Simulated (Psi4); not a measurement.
# InH5S (In(H2S)H3) at M06-2X/def2-SV(P) (core potential, sweep point 1)

Aim: the vertical ionisation energy of InH5S (In(H2S)H3) at M06-2X/def2-SV(P) (core potential, sweep point 1), from 2 runs. The job is set up through a Python script.

The results are computed with Psi4 1.11.

2 further runs of the same task are left out: 2 that didn't finish.

### 1 The system as given

InH5S: 7 atoms, total charge 0, spin state singlet. SMILES: `[H][In]([H])([H])<-[SH2]`. The shape comes from GFN2-xTB, which is rough for such elements, and wasn't checked as a minimum.

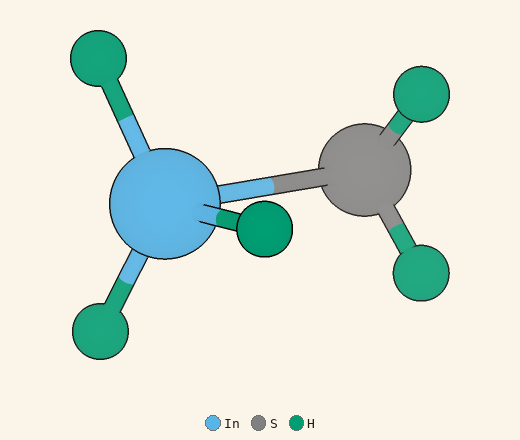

The structure, seen from a chosen angle (indium blue, sulfur grey, hydrogen teal).

### 2 The energy at M06-2X/def2-SV(P) (core potential, sweep point 1)

Input file h5ins.py:

```python
import psi4

psi4.set_memory('1600 MB')
psi4.set_num_threads(1)
psi4.set_output_file('run.log', False)

geom = psi4.geometry("""
In     0.135580    -0.224710    -1.100160
S      0.147580    -0.258030     1.612090
H      0.509110     1.023740     1.648870
H     -1.148820     0.047740     1.637400
H      1.807850    -0.181210    -1.344390
H     -0.720900     1.249210    -1.112410
H     -0.730410    -1.656740    -1.341400
symmetry c1
""")

psi4.set_options(dict(basis='def2-SV(P)', puream=True, scf_type='pk', dft_radial_points=99, dft_spherical_points=590))

e_tot = psi4.energy('m06-2x')
print(f'total energy {e_tot:.8f} hartree = {e_tot * 27.211386:.5f} eV')
```

Launch:

```
python h5ins.py
```

run.log:

```text
[...]
    !!!  WARNING: ECP capability is in beta. Please check occupations closely.  !!!
[...]
  Running in c1 symmetry.
[...]
  Nuclear repulsion =  114.580463889091533
[...]
  Multiplicity = 1
[...]
  Nalpha       = 21
  Nbeta        = 21
[...]
    Number of basis functions: 54
[...]
   @RKS iter   1:  -590.98191560713497   -9.44722e-01   5.26582e-03 DIIS/ADIIS
[...]
   @RKS iter   7:  -591.03942145794372   -9.65508e-09   3.95266e-07 DIIS
[...]
    Orbital Energies [Eh]
    ---------------------
    Doubly Occupied:
       1A    -89.956999     2A     -8.326450     3A     -6.248980
       4A     -6.246899     5A     -6.243043     6A     -4.855974
       7A     -3.238052     8A     -3.229069     9A     -3.229009
      10A     -0.895610    11A     -0.857116    12A     -0.853802
      13A     -0.853026    14A     -0.850572    15A     -0.849997
      16A     -0.560998    17A     -0.492954    18A     -0.467189
      19A     -0.368446    20A     -0.320196    21A     -0.316825
[...]
  @RKS Final Energy:  -591.03942145794372
   => Energetics <=
    Nuclear Repulsion Energy =            114.5804638890915328
    One-Electron Energy =               -1115.5274721741095618
    Two-Electron Energy =                 431.0792398813804311
    DFT Exchange-Correlation Energy =     -21.1716530543061801
    Empirical Dispersion Energy =           0.0000000000000000
    VV10 Nonlocal Energy =                  0.0000000000000000
    Total Energy =                       -591.0394214579437175
[...]
 Multipole Moments:
 ------------------------------------------------------------------------------------
     Multipole            Electronic (a.u.)      Nuclear  (a.u.)        Total (a.u.)
 ------------------------------------------------------------------------------------
 L = 1.  Multiply by 2.5417464519 to convert [e a0] to [Debye]
 Dipole X            :          0.9096655           -1.1477355           -0.2380701
 Dipole Y            :         -1.3379446            1.7387936            0.4008490
 Dipole Z            :        -42.2660658           43.5021359            1.2360701
 Magnitude           :                                                    1.3210702
[...]
```

On the terminal:

```text
total energy -591.03942146 hartree = -16083.00184 eV
```

Run time: 14 s. Hardware: 1 thread of Intel Xeon Platinum 8488C (Sapphire Rapids), shared host; peak memory 0.93 GiB.

### 3 The doublet cation

Input file run.py:

```python
import psi4

psi4.set_memory(1600000000)
psi4.set_num_threads(1)
psi4.core.set_output_file('run.log', False)

molecule = psi4.geometry("""
1 2
In     0.135580    -0.224710    -1.100160
S      0.147580    -0.258030     1.612090
H      0.509110     1.023740     1.648870
H     -1.148820     0.047740     1.637400
H      1.807850    -0.181210    -1.344390
H     -0.720900     1.249210    -1.112410
H     -0.730410    -1.656740    -1.341400
units angstrom
symmetry c1
""")

psi4.set_options({
    'reference': 'uks',
    'puream': True,
    'scf_type': 'pk',
    'dft_radial_points': 99,
    'dft_spherical_points': 590,
    'maxiter': 150,
})

E = psi4.energy("m06-2x/def2-SV(P)")
print(f'm06-2x/def2-SV(P) energy: {E:.10f} Eh')
```

Launch:

```
python run.py
```

run.log:

```text
[...]
    !!!  WARNING: ECP capability is in beta. Please check occupations closely.  !!!
[...]
  Running in c1 symmetry.
[...]
  Nuclear repulsion =  114.580463889091533
[...]
  Multiplicity = 2
[...]
  Nalpha       = 21
  Nbeta        = 20
[...]
    Number of basis functions: 54
[...]
   @UKS iter   1:  -590.61725485995123   -5.80061e-01   4.36354e-03 ADIIS/DIIS
[...]
   @UKS iter  11:  -590.67464816332836   -5.21060e-08   7.30111e-07 DIIS
[...]
   @S^2 Observed:                7.622904742E-01
[...]
    Orbital Energies [Eh]
    ---------------------
    Alpha Occupied:
       1A    -90.137618     2A     -8.506834     3A     -6.428815
       4A     -6.426998     5A     -6.423895     6A     -5.115228
       7A     -3.496673     8A     -3.491512     9A     -3.485412
      10A     -1.125849    11A     -1.115026    12A     -1.113685
      13A     -1.110916    14A     -1.103052    15A     -1.065613
      16A     -0.755219    17A     -0.733511    18A     -0.662184
      19A     -0.615718    20A     -0.561616    21A     -0.554123
    Alpha Virtual:
      22A     -0.183114    23A     -0.131090    24A     -0.128835
      25A     -0.118374    26A     -0.098714    27A     -0.091194
[...]
  @UKS Final Energy:  -590.67464816332836
   => Energetics <=
    Nuclear Repulsion Energy =            114.5804638890915328
    One-Electron Energy =               -1106.1228060308694694
    Two-Electron Energy =                 421.8946609796551570
    DFT Exchange-Correlation Energy =     -21.0269670012056906
    Empirical Dispersion Energy =           0.0000000000000000
    VV10 Nonlocal Energy =                  0.0000000000000000
    Total Energy =                       -590.6746481633284702
[...]
 Multipole Moments:
 ------------------------------------------------------------------------------------
     Multipole            Electronic (a.u.)      Nuclear  (a.u.)        Total (a.u.)
 ------------------------------------------------------------------------------------
 L = 1.  Multiply by 2.5417464519 to convert [e a0] to [Debye]
 Dipole X            :          0.5979023           -1.1477355           -0.5498333
 Dipole Y            :         -0.6429638            1.7387936            1.0958297
 Dipole Z            :        -42.9057005           43.5021359            0.5964354
 Magnitude           :                                                    1.3634129
[...]
```

On the terminal:

```text
m06-2x/def2-SV(P) energy: -590.6746481633 Eh
```

It took 23 s on 1 thread of Intel Xeon Platinum 8488C (Sapphire Rapids), shared host; peak memory 0.93 GiB.

### 4 Outcome

At M06-2X/def2-SV(P) (core potential, sweep point 1):

| quantity | value |
| --- | --- |
| singlet InH5S: total energy | -591.03942 Eh |
| singlet InH5S: dipole moment | 3.36 D |
| singlet InH5S: HOMO energy | -8.62 eV |
| singlet InH5S: LUMO energy | 0.30 eV |
| singlet InH5S: HOMO–LUMO gap | 8.92 eV |
| doublet cation: total energy | -590.67465 Eh |
| doublet cation: HOMO energy (highest over α and β) | -14.41 eV |
| doublet cation: LUMO energy (lowest over α and β) | -11.25 eV |
| doublet cation: ⟨S²⟩ | 0.762 |
| vertical ionisation energy (to the doublet cation) | 9.926 eV |

What this shows: Removing an electron at fixed nuclei costs 9.93 eV (229 kcal/mol). The negative HOMO energy of the first species, 8.62 eV, lies 1.30 eV below that difference.
